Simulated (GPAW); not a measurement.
**Geometry relaxation, with input and output: CBF2N (part 4 of 4)**

CBF2N, SMILES N#CB(F)F; revPBE/real-space grid, dispersion TS, scalar-relativistic datasets (GPAW 26.7.0). The geometry comes from this level: PBE0-D4/def2-TZVP.

Geometry of the input (Å):
```
N  -0.7151  1.7897  0.8010
C  -0.3194  0.8048  0.3593
B  0.2120  -0.5174  -0.2338
F  1.4512  -0.8728  -0.0262
F  -0.5787  -1.2779  -0.9419
```

The program's output, continued:
```
Density initialized from wave functions
        .--------------------------.
       /|                          |
      / |                          |
     /  |                          |
    /   |                          |
   /    |                          |
  /     |                          |
 *      |                          |
 |      |       N                  |
 |      |                          |
 |      |        C                 |
 |      |        B  F              |
 |      |                          |
 |      |      F                   |
 |      .--------------------------.
 |     /                          /
 |    /                          /
 |   /                          /
 |  /                          /
 | /                          /
 |/                          /
 *--------------------------*

Atomic positions and initial magnetic moments

Positions:
   0 N      4.416403    7.045221    6.391351    ( 0.0000,  0.0000,  0.0000)
   1 C      4.789855    6.032479    5.954902    ( 0.0000,  0.0000,  0.0000)
   2 B      5.298427    4.697010    5.370865    ( 0.0000,  0.0000,  0.0000)
   3 F      6.540954    4.308300    5.594720    ( 0.0000,  0.0000,  0.0000)
   4 F      4.488916    3.944297    4.645286    ( 0.0000,  0.0000,  0.0000)

Unit cell:
           periodic     x           y           z      points  spacing
  1. axis:    no    11.000000    0.000000    0.000000    60     0.1833
  2. axis:    no     0.000000   11.000000    0.000000    60     0.1833
  3. axis:    no     0.000000    0.000000   11.000000    60     0.1833

  Lengths:  11.000000  11.000000  11.000000
  Angles:   90.000000  90.000000  90.000000

Effective grid spacing dv^(1/3) = 0.1833

iter:   1 00:07:11   -33.579629   -3.21
iter:   2 00:07:12   -33.579637   -4.00  -3.58
iter:   3 00:07:13   -33.579633c  -4.13  -3.61
iter:   4 00:07:14   -33.579633c  -4.70  -4.05c
iter:   5 00:07:15   -33.579632c  -5.06  -4.21c
iter:   6 00:07:16   -33.579633c  -5.57  -4.70c
iter:   7 00:07:17   -33.579633c  -5.98  -4.85c
iter:   8 00:07:18   -33.579633c  -6.36  -5.38c
iter:   9 00:07:19   -33.579633c  -6.76  -5.29c
iter:  10 00:07:20   -33.579633c  -7.16  -5.71c
iter:  11 00:07:21   -33.579633c  -7.51c -5.64c

Converged after 11 iterations.

Dipole moment: (0.124722, -0.333429, -0.142696) |e|*Ang

Energy contributions relative to reference atoms: (reference = -8614.397000)

Kinetic:        +37.562075
Potential:      -42.781107
External:        +0.000000
XC:             -29.356675
Entropy (-ST):   -0.000000
Local:           +0.996075
SIC:             +0.000000
--------------------------
Free energy:    -33.579633
Extrapolated:   -33.579633

 Band  Eigenvalues  Occupancy
    0    -32.08247    2.00000
    1    -31.40999    2.00000
    2    -23.33279    2.00000
    3    -16.03124    2.00000
    4    -14.43392    2.00000
    5    -13.99418    2.00000
    6    -12.84920    2.00000
    7    -11.40347    2.00000
    8    -11.27712    2.00000
    9    -10.98412    2.00000
   10     -9.42457    2.00000
   11     -9.35046    2.00000
   12     -9.21078    2.00000
   13     -3.38347    0.00000
   14     -1.56176    0.00000
   15     -0.54670    0.00000
   16      0.58298    0.00000
   17      0.71711    0.00000
   18      0.84211    0.00000
   19      1.43618    0.00000

Fermi level: -7.34143

Gap: 5.827 eV
Transition (v -> c):
  (s=0, k=0, n=12, [0.00, 0.00, 0.00]) -> (s=0, k=0, n=13, [0.00, 0.00, 0.00])
No difference between direct/indirect transitions

Forces in eV/Ang:
  0 N    -0.04432    0.06197    0.02019
  1 C    -0.02617    0.10609    0.05482
  2 B    -0.01264   -0.06578   -0.05313
  3 F     0.12173   -0.05334    0.01077
  4 F    -0.07388   -0.11046   -0.07600

vdWTkatchenko09prl
vdW correction: -0.17196482812409208
Energy:         -33.75159748961154

Forces in eV/Ang:
  0 N    -0.00948   -0.03064   -0.02007
  1 C     0.00962    0.01164    0.01343
  2 B    -0.03346   -0.00972   -0.02880
  3 F    -0.00378   -0.00570   -0.00713
  4 F     0.00182   -0.02709   -0.00077
LBFGS:   22 00:07:24      -33.751597        0.045211
System changes: positions

Initializing position-dependent things.

Density initialized from wave functions
        .--------------------------.
       /|                          |
      / |                          |
     /  |                          |
    /   |                          |
   /    |                          |
  /     |                          |
 *      |                          |
 |      |       N                  |
 |      |                          |
 |      |        C                 |
 |      |        B  F              |
 |      |                          |
 |      |      F                   |
 |      .--------------------------.
 |     /                          /
 |    /                          /
 |   /                          /
 |  /                          /
 | /                          /
 |/                          /
 *--------------------------*

Atomic positions and initial magnetic moments

Positions:
   0 N      4.415979    7.044451    6.391243    ( 0.0000,  0.0000,  0.0000)
   1 C      4.790582    6.032334    5.954800    ( 0.0000,  0.0000,  0.0000)
   2 B      5.297145    4.695833    5.371250    ( 0.0000,  0.0000,  0.0000)
   3 F      6.540141    4.307372    5.594655    ( 0.0000,  0.0000,  0.0000)
   4 F      4.487968    3.943250    4.645846    ( 0.0000,  0.0000,  0.0000)

Unit cell:
           periodic     x           y           z      points  spacing
  1. axis:    no    11.000000    0.000000    0.000000    60     0.1833
  2. axis:    no     0.000000   11.000000    0.000000    60     0.1833
  3. axis:    no     0.000000    0.000000   11.000000    60     0.1833

  Lengths:  11.000000  11.000000  11.000000
  Angles:   90.000000  90.000000  90.000000

Effective grid spacing dv^(1/3) = 0.1833

iter:   1 00:07:25   -33.579689   -3.47
iter:   2 00:07:26   -33.579693   -4.32  -3.71
iter:   3 00:07:27   -33.579691c  -4.37  -3.73
iter:   4 00:07:28   -33.579689c  -5.06  -4.02c
iter:   5 00:07:29   -33.579688c  -5.39  -4.24c
iter:   6 00:07:30   -33.579688c  -5.98  -4.61c
iter:   7 00:07:31   -33.579688c  -6.45  -4.84c
iter:   8 00:07:32   -33.579688c  -6.66  -5.07c
iter:   9 00:07:33   -33.579688c  -7.26  -5.41c
iter:  10 00:07:34   -33.579688c  -7.67c -5.79c

Converged after 10 iterations.

Dipole moment: (0.123939, -0.333800, -0.142718) |e|*Ang

Energy contributions relative to reference atoms: (reference = -8614.397000)

Kinetic:        +37.589816
Potential:      -42.802637
External:        +0.000000
XC:             -29.362457
Entropy (-ST):   -0.000000
Local:           +0.995589
SIC:             +0.000000
--------------------------
Free energy:    -33.579688
Extrapolated:   -33.579688

 Band  Eigenvalues  Occupancy
    0    -32.08277    2.00000
    1    -31.41031    2.00000
    2    -23.33416    2.00000
    3    -16.03081    2.00000
    4    -14.43399    2.00000
    5    -13.99438    2.00000
    6    -12.84946    2.00000
    7    -11.40360    2.00000
    8    -11.27698    2.00000
    9    -10.98416    2.00000
   10     -9.42518    2.00000
   11     -9.34997    2.00000
   12     -9.21161    2.00000
   13     -3.38252    0.00000
   14     -1.56011    0.00000
   15     -0.54646    0.00000
   16      0.58328    0.00000
   17      0.71718    0.00000
   18      0.84209    0.00000
   19      1.43692    0.00000

Fermi level: -7.34143

Gap: 5.829 eV
Transition (v -> c):
  (s=0, k=0, n=12, [0.00, 0.00, 0.00]) -> (s=0, k=0, n=13, [0.00, 0.00, 0.00])
No difference between direct/indirect transitions

Forces in eV/Ang:
  0 N    -0.04720    0.07958    0.02541
  1 C    -0.02989    0.08249    0.04657
  2 B     0.01552   -0.05522   -0.04948
  3 F     0.13245   -0.04676    0.01105
  4 F    -0.07970   -0.10816   -0.08972

vdWTkatchenko09prl
vdW correction: -0.17197447238727095
Energy:         -33.75166290493247

Forces in eV/Ang:
  0 N    -0.01239   -0.01308   -0.01485
  1 C     0.00597   -0.01193    0.00526
  2 B    -0.00537    0.00082   -0.02516
  3 F     0.00688    0.00099   -0.00682
  4 F    -0.00392   -0.02488   -0.01460
LBFGS:   23 00:07:36      -33.751663        0.029111
Converged: True
Final energy            -33.75166 eV
r(C1-N0) = 1.1641 Ang
r(F3-B2): 1.3213 Ang
```

Trajectory as extended XYZ (Å, eV, eV/Å), 24 frames, from step=0 to step=23:
```
5
Properties=species:S:1:pos:R:3:forces:R:3 step=0 energy=-33.69157
N     4.4169    7.0338    6.3715   -0.6204   1.5024   0.7063
C     4.8125    6.0489    5.9298    0.5540  -1.3975  -0.6221
B     5.3440    4.7267    5.3366   -0.2327   0.5703   0.2418
F     6.5831    4.3713    5.5442    0.7317  -0.3575   0.2828
F     4.5533    3.9662    4.6285   -0.6692  -0.6083  -0.2814
5
Properties=species:S:1:pos:R:3:forces:R:3 step=1 energy=-33.64860
N     4.4080    7.0553    6.3815    1.1468  -2.9175  -1.2715
C     4.8205    6.0289    5.9209   -1.4865   3.6953   1.6564
B     5.3406    4.7348    5.3401    0.2608  -0.7698  -0.3398
F     6.5936    4.3662    5.5483    0.0778  -0.2321   0.1788
F     4.5437    3.9575    4.6245   -0.2086  -0.1825   0.0931
5
Properties=species:S:1:pos:R:3:forces:R:3 step=2 energy=-33.72215
N     4.4127    7.0431    6.3764    0.0292  -0.0874   0.0385
C     4.8138    6.0455    5.9283   -0.1026   0.2648   0.1117
B     5.3415    4.7320    5.3388    0.0849  -0.3358  -0.1313
F     6.5957    4.3641    5.5499   -0.0355  -0.2123   0.1591
F     4.5411    3.9552    4.6244   -0.1157  -0.0943   0.1622
5
Properties=species:S:1:pos:R:3:forces:R:3 step=3 energy=-33.72568
N     4.4125    7.0435    6.3777   -0.0250   0.0508   0.0975
C     4.8130    6.0476    5.9291    0.0162  -0.0202  -0.0236
B     5.3426    4.7274    5.3371    0.0216  -0.1182   0.0013
F     6.5955    4.3608    5.5524   -0.0188  -0.2387   0.1358
F     4.5390    3.9535    4.6267   -0.1289  -0.1354   0.1104
5
Properties=species:S:1:pos:R:3:forces:R:3 step=4 energy=-33.73105
N     4.4117    7.0447    6.3819   -0.0342   0.0779   0.0846
C     4.8121    6.0506    5.9299    0.1346  -0.2711  -0.1489
B     5.3443    4.7191    5.3354   -0.0854   0.0791   0.1507
F     6.5955    4.3492    5.5597   -0.1050  -0.2571   0.0441
F     4.5320    3.9466    4.6323   -0.0492  -0.0344   0.1302
5
Properties=species:S:1:pos:R:3:forces:R:3 step=5 energy=-33.73486
N     4.4114    7.0445    6.3863    0.0016  -0.0089   0.0077
C     4.8125    6.0517    5.9293    0.1750  -0.3105  -0.1662
B     5.3446    4.7111    5.3359   -0.1298   0.1910   0.2533
F     6.5929    4.3332    5.5675   -0.1029  -0.0264  -0.0085
F     4.5247    3.9402    4.6408   -0.0739   0.0542   0.1406
5
Properties=species:S:1:pos:R:3:forces:R:3 step=6 energy=-33.73750
N     4.4121    7.0426    6.3867    0.0304  -0.0728  -0.0343
C     4.8140    6.0502    5.9280    0.1312  -0.1855  -0.0977
B     5.3433    4.7104    5.3390   -0.1144   0.1278   0.2102
F     6.5907    4.3290    5.5695   -0.0872   0.0124   0.0033
F     4.5217    3.9395    4.6454   -0.0783   0.0603   0.1280
5
Properties=species:S:1:pos:R:3:forces:R:3 step=7 energy=-33.74120
N     4.4161    7.0315    6.3875   -0.0046  -0.0580  -0.0334
C     4.8225    6.0433    5.9224   -0.0192   0.1656   0.1330
B     5.3356    4.7064    5.3550   -0.0070  -0.1610   0.0200
F     6.5791    4.3107    5.5802   -0.0849   0.0544   0.0077
F     4.5060    3.9372    4.6686    0.1480  -0.0249  -0.0693
5
Properties=species:S:1:pos:R:3:forces:R:3 step=8 energy=-33.74221
N     4.4151    7.0337    6.3868   -0.0089  -0.0158  -0.0180
C     4.8213    6.0449    5.9243    0.0186   0.0466   0.0681
B     5.3367    4.7069    5.3526   -0.0441  -0.0507   0.0562
F     6.5805    4.3163    5.5773   -0.0238   0.0094   0.0272
F     4.5114    3.9381    4.6626    0.0417  -0.0024  -0.0415
5
Properties=species:S:1:pos:R:3:forces:R:3 step=9 energy=-33.74249
N     4.4147    7.0340    6.3865   -0.0147   0.0166  -0.0014
C     4.8217    6.0453    5.9255    0.0233  -0.0025   0.0487
B     5.3359    4.7064    5.3535   -0.0255  -0.0191   0.0537
F     6.5801    4.3174    5.5773   -0.0175  -0.0023   0.0327
F     4.5130    3.9383    4.6610    0.0044  -0.0056  -0.0319
5
Properties=species:S:1:pos:R:3:forces:R:3 step=10 energy=-33.74292
N     4.4139    7.0342    6.3864   -0.0139   0.0483   0.0150
C     4.8236    6.0456    5.9283    0.0103  -0.0606   0.0310
B     5.3338    4.7041    5.3575   -0.0123   0.0243   0.0261
F     6.5780    4.3168    5.5793   -0.0062  -0.0220   0.0369
F     4.5141    3.9378    4.6599   -0.0325   0.0022  -0.0120
5
Properties=species:S:1:pos:R:3:forces:R:3 step=11 energy=-33.74330
N     4.4133    7.0341    6.3867   -0.0032   0.0471   0.0156
C     4.8255    6.0452    5.9314   -0.0190  -0.0734   0.0251
B     5.3313    4.7013    5.3620    0.0014   0.0460   0.0014
F     6.5751    4.3139    5.5830   -0.0309  -0.0341   0.0516
F     4.5133    3.9368    4.6606   -0.0379   0.0114  -0.0041
5
Properties=species:S:1:pos:R:3:forces:R:3 step=12 energy=-33.74280
N     4.4115    7.0327    6.3887    0.0408   0.0290   0.0097
C     4.8337    6.0424    5.9455   -0.1526  -0.0973   0.0250
B     5.3198    4.6877    5.3835   -0.0131   0.1323  -0.1035
F     6.5591    4.2960    5.6031   -0.0137   0.0066  -0.0062
F     4.5067    3.9316    4.6674   -0.0395  -0.0172   0.0090
5
Properties=species:S:1:pos:R:3:forces:R:3 step=13 energy=-33.74415
N     4.4128    7.0339    6.3875    0.0138   0.0296   0.0092
C     4.8276    6.0436    5.9372   -0.0717  -0.0593   0.0197
B     5.3270    4.6970    5.3695    0.0011   0.0432  -0.0304
F     6.5691    4.3071    5.5908   -0.0842  -0.0055   0.0327
F     4.5103    3.9349    4.6631   -0.0227   0.0223   0.0016
5
Properties=species:S:1:pos:R:3:forces:R:3 step=14 energy=-33.74443
N     4.4129    7.0341    6.3876    0.0183   0.0191   0.0057
C     4.8272    6.0427    5.9389   -0.0837  -0.0387   0.0237
B     5.3259    4.6966    5.3708   -0.0220   0.0387  -0.0380
F     6.5669    4.3061    5.5925   -0.0696  -0.0060   0.0212
F     4.5097    3.9348    4.6633   -0.0222   0.0211  -0.0030
5
Properties=species:S:1:pos:R:3:forces:R:3 step=15 energy=-33.74576
N     4.4144    7.0376    6.3883    0.0431  -0.0638  -0.0196
C     4.8179    6.0341    5.9556   -0.1463   0.1607   0.0378
B     5.3143    4.6965    5.3787   -0.1779  -0.0402  -0.0647
F     6.5466    4.3002    5.6064    0.1963   0.0068  -0.0518
F     4.5047    3.9360    4.6625   -0.0567   0.0110  -0.0810
5
Properties=species:S:1:pos:R:3:forces:R:3 step=16 energy=-33.74677
N     4.4143    7.0381    6.3880    0.0280  -0.0356  -0.0105
C     4.8169    6.0365    5.9509   -0.0978   0.0880   0.0117
B     5.3179    4.6989    5.3729   -0.1098  -0.0406  -0.0144
F     6.5540    4.3047    5.6007   -0.0039  -0.0071  -0.0431
F     4.5065    3.9370    4.6599   -0.0504   0.0305  -0.0568
5
Properties=species:S:1:pos:R:3:forces:R:3 step=17 energy=-33.74776
N     4.4148    7.0406    6.3882    0.0145  -0.0192  -0.0010
C     4.8110    6.0353    5.9545   -0.0765   0.0660  -0.0186
B     5.3146    4.7003    5.3715   -0.0848  -0.0621   0.0175
F     6.5514    4.3061    5.6016   -0.0371   0.0004  -0.0665
F     4.5053    3.9388    4.6557   -0.0704   0.0375  -0.0636
5
Properties=species:S:1:pos:R:3:forces:R:3 step=18 energy=-33.74471
N     4.4179    7.0565    6.3900   -0.0519  -0.0010   0.0673
C     4.7722    6.0276    5.9767    0.0546   0.0036  -0.1338
B     5.2913    4.7068    5.3658   -0.0268  -0.1446   0.1089
F     6.5314    4.3138    5.6058    0.0263   0.0065  -0.0639
F     4.4945    3.9510    4.6277   -0.0316  -0.0044   0.2469
5
Properties=species:S:1:pos:R:3:forces:R:3 step=19 energy=-33.75003
N     4.4160    7.0460    6.3899   -0.0290   0.0388   0.0314
C     4.7959    6.0329    5.9620    0.0067  -0.0593  -0.0789
B     5.3032    4.7001    5.3712    0.0194  -0.0514   0.0725
F     6.5429    4.3058    5.6040   -0.0595   0.0487  -0.0993
F     4.4983    3.9427    4.6475   -0.1036  -0.0025  -0.0679
5
Properties=species:S:1:pos:R:3:forces:R:3 step=20 energy=-33.75061
N     4.4163    7.0465    6.3901   -0.0251   0.0150   0.0201
C     4.7934    6.0327    5.9607    0.0133  -0.0315  -0.0586
B     5.3026    4.7003    5.3705   -0.0252  -0.0524   0.0418
F     6.5426    4.3076    5.6015   -0.0318   0.0192  -0.0782
F     4.4967    3.9437    4.6457   -0.0774  -0.0029  -0.0268
5
Properties=species:S:1:pos:R:3:forces:R:3 step=21 energy=-33.75148
N     4.4166    7.0464    6.3914   -0.0158  -0.0224  -0.0103
C     4.7883    6.0325    5.9562    0.0220  -0.0002  -0.0024
B     5.2986    4.6981    5.3703   -0.0394  -0.0282  -0.0244
F     6.5412    4.3090    5.5954   -0.0325  -0.0020  -0.0196
F     4.4894    3.9451    4.6435    0.0174  -0.0185   0.0501
5
Properties=species:S:1:pos:R:3:forces:R:3 step=22 energy=-33.75160
N     4.4164    7.0452    6.3914   -0.0095  -0.0306  -0.0201
C     4.7899    6.0325    5.9549    0.0096   0.0116   0.0134
B     5.2984    4.6970    5.3709   -0.0335  -0.0097  -0.0288
F     6.5410    4.3083    5.5947   -0.0038  -0.0057  -0.0071
F     4.4889    3.9443    4.6453    0.0018  -0.0271  -0.0008
5
Properties=species:S:1:pos:R:3:forces:R:3 step=23 energy=-33.75166
N     4.4160    7.0445    6.3912   -0.0124  -0.0131  -0.0148
C     4.7906    6.0323    5.9548    0.0060  -0.0119   0.0053
B     5.2971    4.6958    5.3712   -0.0054   0.0008  -0.0252
F     6.5401    4.3074    5.5947    0.0069   0.0010  -0.0068
F     4.4880    3.9432    4.6458   -0.0039  -0.0249  -0.0146
```

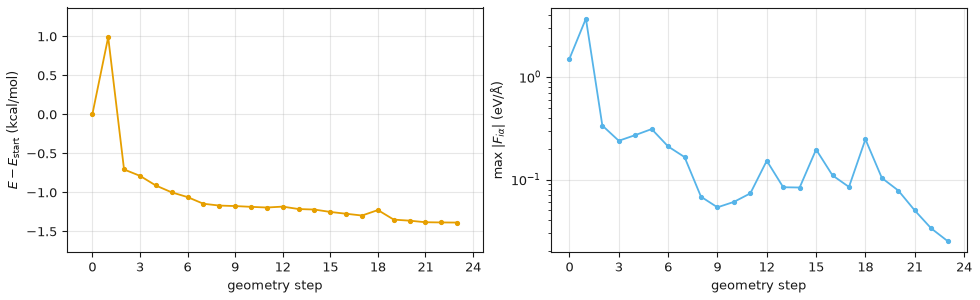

**Figure 1.** Progress of the relaxation, step by step (steps are counted from 0).

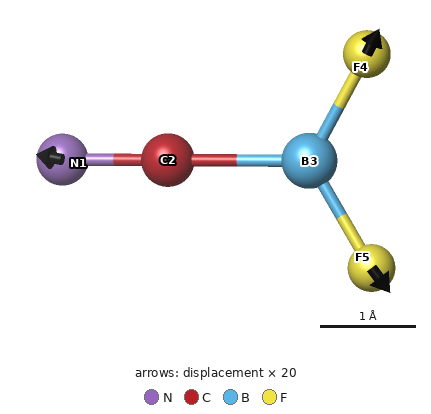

**Figure 2.** The starting structure with the displacements as black arrows, magnified 20 times (ball-and-stick view, seen at a tilt). The two geometries are laid on each other by the best rigid fit. After 23 geometry steps the energy has fallen by 1.39 kcal/mol. The largest force component goes from 1.5 to 0.025 eV/Å. F5 moves most after the best rigid fit: 0.016 Å. Largest moves by element: F 0.016 Å, N 0.016 Å, C 0.004 Å, B 0.002 Å. Among the contacts that change: B3–F4 1.306 → 1.321 Å, N1–C2 1.150 → 1.164 Å. (Atoms are counted from 1 in the order of the input.)

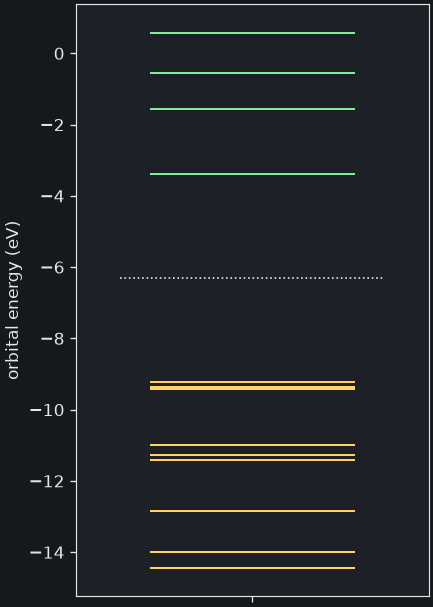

**Figure 3.** Orbital energies near the frontier; the dotted line parts filled from empty levels, and levels within 0.02 eV of each other stand side by side. Highest filled −9.21 eV, lowest empty −3.38 eV, 5.83 eV apart.

Summary:

| quantity | value |
| --- | --- |
| outcome | converged |
| energy relative to the program's reference atoms | −33.7517 eV |
| dispersion energy | −0.006320 hartree |
| largest force | 0.029 eV/Å |
| HOMO | −9.21 eV |
| LUMO | −3.38 eV |
| dipole moment | 1.84 D |
| hardware | 1 thread of Arm Neoverse V1, 24 GiB of memory available, shared host |
| wall time | 7.6 min |
| peak memory | 0.69 GiB |
